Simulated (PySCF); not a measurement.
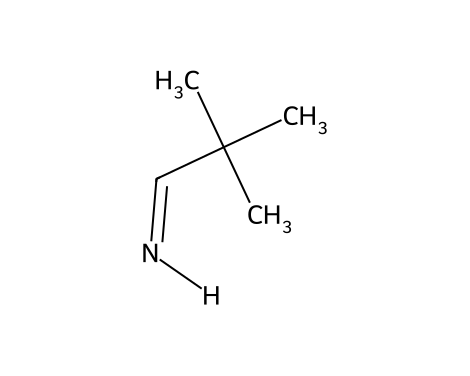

2D structure.

Write the SMILES.

[H]/N=C\C(C)(C)C

What is the molecular formula?

C5H11N.

An optimisation with GFN2-xTB gave a structure of which point group?

Cs.

More results for the same structure follow; atom numbers are the same in all pictures, views and colours differ. Computed geometry: GFN2-xTB optimisation. No frequency run is at hand to confirm it as a minimum.

Shape

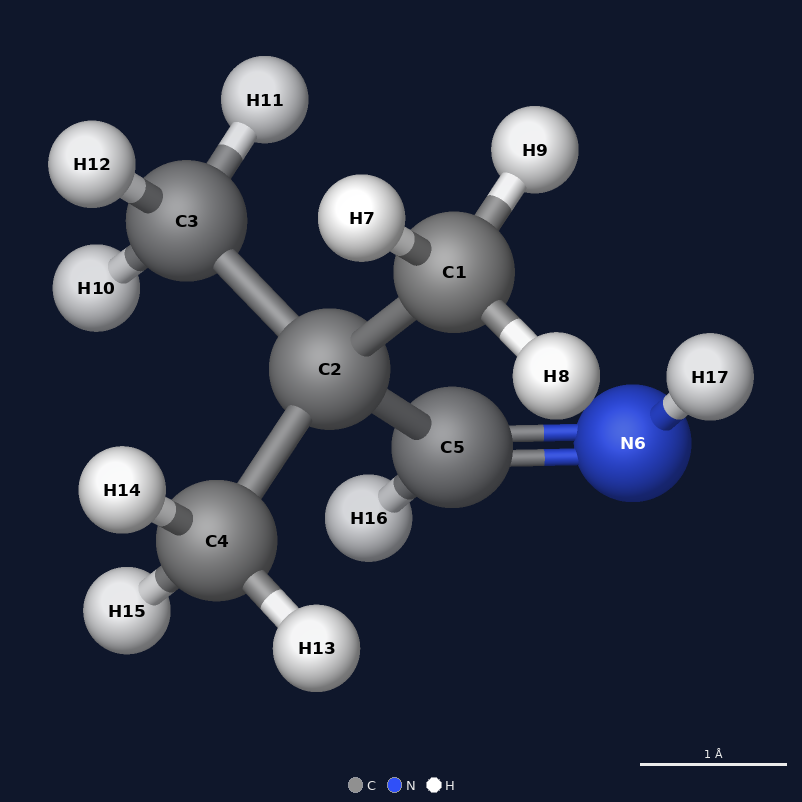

Atoms carry their numbers in the input. No frequency run is at hand to confirm it as a minimum.

List the bonds and their lengths.

```
  bond  length (Å)   order
 C1–C2       1.529  single
 C1–H7       1.088  single
 C1–H8       1.089  single
 C1–H9       1.089  single
 C2–C3       1.533  single
 C2–C4       1.533  single
 C2–C5       1.514  single
C3–H10       1.088  single
C3–H11       1.088  single
C3–H12       1.088  single
C4–H13       1.088  single
C4–H14       1.088  single
C4–H15       1.088  single
 C5–N6       1.251  double
C5–H16       1.088  single
N6–H17       1.019  single
```

Electronic properties

No frequency run is at hand to confirm it as a minimum. Method: PBE0/def2-SVPD, gas phase (PySCF 2.14.0). Excitations: vertical, linear response.

Predict the main results.

- dipole moment: 2.59 D
- HOMO energy (Kohn–Sham orbital): −7.20 eV
- LUMO energy (Kohn–Sham orbital): 0.06 eV
- HOMO–LUMO gap: 7.25 eV
- mean static polarisability: 68.6 bohr³
- lowest vertical singlet excitation: 5.23 eV
- its oscillator strength: 0.001
- brightest of the 6 lowest singlets: 8.17 eV
- its oscillator strength: 0.17

NMR shielding

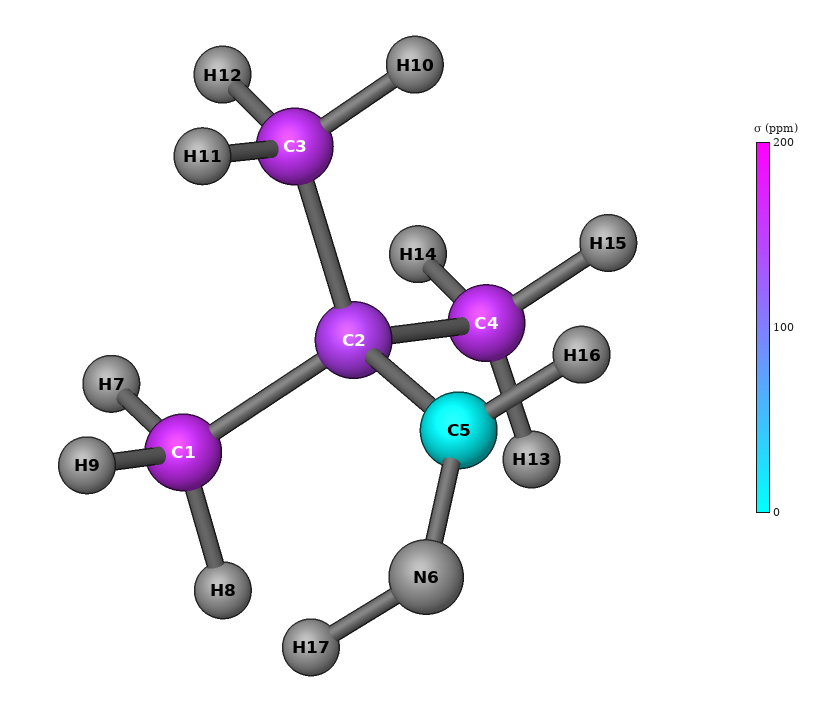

Atoms are coloured by their isotropic NMR shieldings (C only, the others grey). No frequency run is at hand to confirm it as a minimum. Method: GIAO PBE0/pcSseg-1 NMR shielding, non-relativistic, gas phase (PySCF 2.14.0).

List the isotropic NMR shieldings of the C atoms.

```
atom  σ (ppm)
  C1    163.0
  C2    147.2
  C3    158.5
  C4    158.5
  C5      2.5
```

Charges

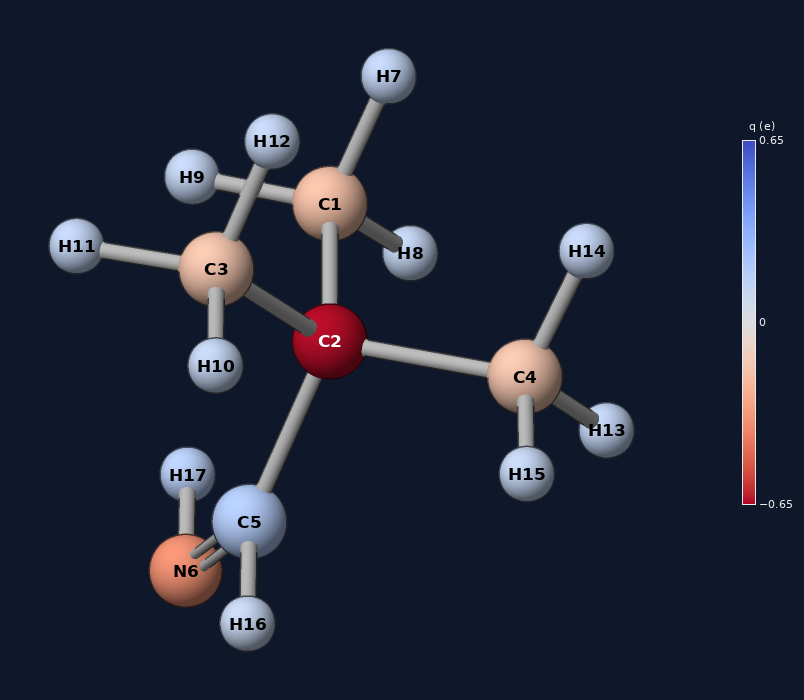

Atoms are coloured by their Mulliken charges. No frequency run is at hand to confirm it as a minimum. Level of theory: PBE0/pcSseg-1, gas phase (PySCF 2.14.0).

List the Mulliken charges.

```
atom  value (e)
  C1      −0.18
  C2      −0.64
  C3      −0.15
  C4      −0.15
  C5       0.18
  N6      −0.34
  H7       0.12
  H8       0.12
  H9       0.12
 H10       0.11
 H11       0.12
 H12       0.11
 H13       0.12
 H14       0.11
 H15       0.11
 H16       0.10
 H17       0.16
```

Quadrupole coupling

No frequency run is at hand to confirm it as a minimum. Electric field gradients from the ground-state density, PBE0/pcSseg-1 (PySCF 2.14.0), non-relativistic apart from any core potentials.

Give the largest field-gradient component, the quadrupole coupling constant and the asymmetry for 14N at N6 (Q = 20.44 mb), 2H at H7 (Q = 2.86 mb), 2H at H8 (Q = 2.86 mb).

| atom | V_zz (a.u.) | e²qQ/h (MHz) | η |
| --- | --- | --- | --- |
| N6 | −1.020 | −4.90 | 0.41 |
| H7 | 0.316 | 0.212 | 0.02 |
| H8 | 0.312 | 0.210 | 0.01 |

Mulliken values depend strongly on the basis set and can even reverse the polarity of a bond.
